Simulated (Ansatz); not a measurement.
## Electronic structure of C₆H₄HfO (SMILES C#[C][Hf]([OH])([C]#C)[C]#C) in real space

| atom | x (Å) | y (Å) | z (Å) |
| --- | --- | --- | --- |
| C | -2.6063 | 1.8607 | 0.6763 |
| C | -1.7144 | 1.1490 | 0.2579 |
| Hf | -0.0785 | -0.1232 | -0.4282 |
| O | -0.4060 | -0.6357 | -2.2154 |
| C | 1.8060 | 0.9750 | -0.3374 |
| C | 2.8497 | 1.5911 | -0.2463 |
| C | 0.0431 | -1.9140 | 0.8142 |
| C | 0.1175 | -2.8870 | 1.5388 |
| H | -3.3887 | 2.4858 | 1.0453 |
| H | -0.5715 | -0.8935 | -3.1169 |
| H | 3.7660 | 2.1322 | -0.1646 |
| H | 0.1831 | -3.7404 | 2.1763 |

Geometry: PBE0-D4/def2-TZVP; core potentials replace the inner electrons of Hf.

Method: Ansatz, RKS PBE0-D4/def2-TZVPP.

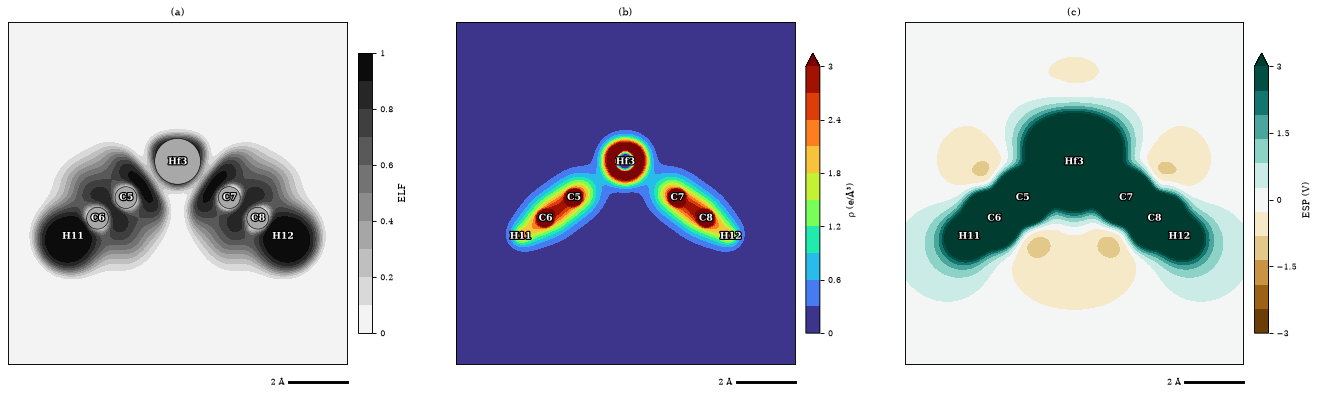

Figure 1. (a) ELF; (b) electron density; (c) electrostatic potential on the plane of atoms C5, Hf3 and C7. Grey discs cover the atomic cores in the ELF map.

Q: What do the fields say about this system?

A:
- The section cuts through Hf, C and H sites.
- C–C (1.22 Å): ρ is about 2.9 e/Å³ halfway; the ELF peaks at about 0.85 between the atoms (a short, multiple covalent bond).
- C–Hf (2.18 Å): ρ at the midpoint is about 0.66 e/Å³; the ELF peaks at about 0.95 in the valence shell of C, 0.7 Å from its nucleus, and is about 0.35 at the midpoint.
- C–H (1.07 Å): ρ is about 2.1 e/Å³ halfway; the ELF climbs to about 1 towards the hydrogen, as it does in any bond to H: an ordinary covalent bond to hydrogen.
- Outside the dense part of the molecule the potential is most negative (−1.0 V) near C5 and C7.

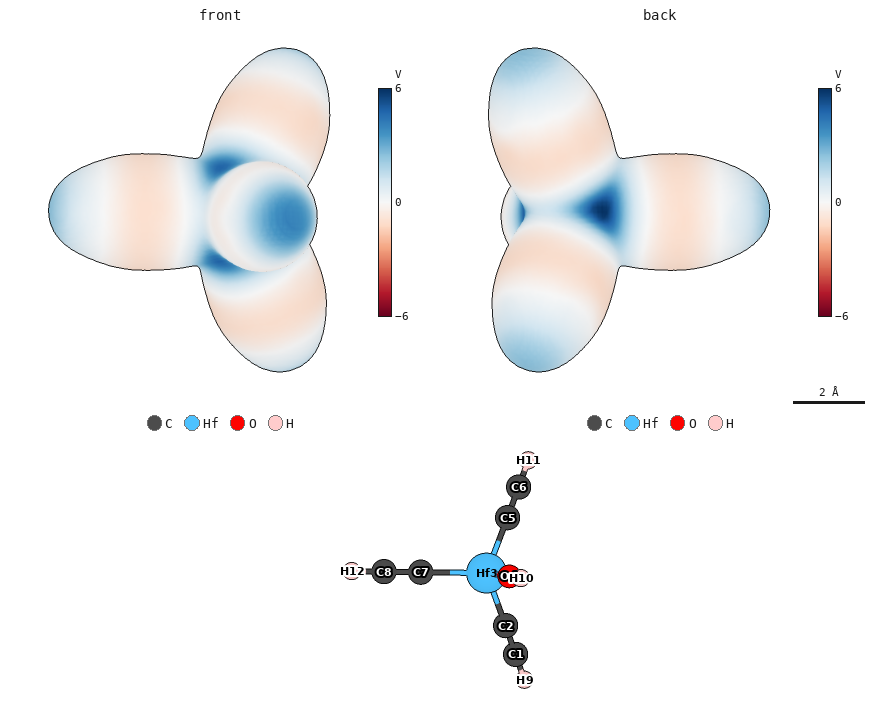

Figure 2. The molecular electrostatic potential painted on the density surface at 0.004 e/bohr³, seen from the front and from behind; red is negative and blue positive. The bare structure is drawn below in the same view.

Q: Which sites attract a positive test charge, and which a negative one?

A: A positive charge is drawn to the negative regions and a negative charge to the positive ones. The most negative region (about −1.0 V) lies over the C atoms, the most positive (about +5.1 V) over Hf3.

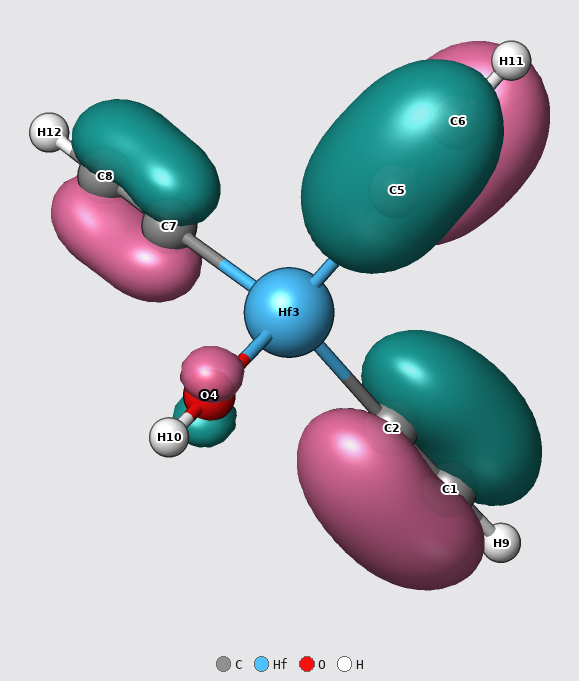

Figure 3. The HOMO−1 at ±0.1 Å⁻³ᐟ² (teal and pink are the two phases), seen at an oblique angle.

Q: Where does this orbital lie, and at what energy?

A: It lies mainly on C1 (about 20 %), C6 (about 20 %), C2 (about 20 %) and C5 (about 20 %). It is one of a degenerate set, so its orientation is arbitrary. Its energy is −8.07 eV.
